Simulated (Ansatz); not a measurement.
```yaml
atoms:
  - { symbol: Si, position_ang: [0.2602, -0.0220, 0.1309] }
  - { symbol: F, position_ang: [0.3107, -0.0021, 1.7453] }
  - { symbol: H, position_ang: [1.6450, 0.0408, -0.3860] }
  - { symbol: F, position_ang: [-0.5306, 1.3018, -0.3505] }
  - { symbol: H, position_ang: [-0.5032, -1.2125, -0.3033] }
```

These are results of Ansatz, RKS B3LYP-D4/def2-SVP, not measurements.

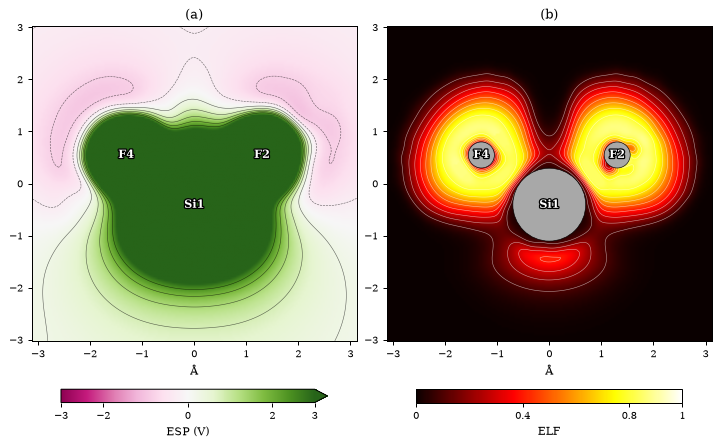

F₂H₂Si. (a) molecular electrostatic potential; (b) electron localisation function on the plane of atoms F2, Si1 and F4. Grey discs cover the atomic cores in the ELF map.

### What does the map show?

The section cuts through Si and F sites. Si–F (1.62 Å): the ELF peaks at about 0.85 in the valence shell of F, 0.7 Å from its nucleus, and is about 0.40 at the midpoint. The ELF also peaks beside F4 and F2, away from the bonds: lone-pair regions. Outside the dense part of the molecule the potential is most negative (−1.0 V) near F2 and F4.
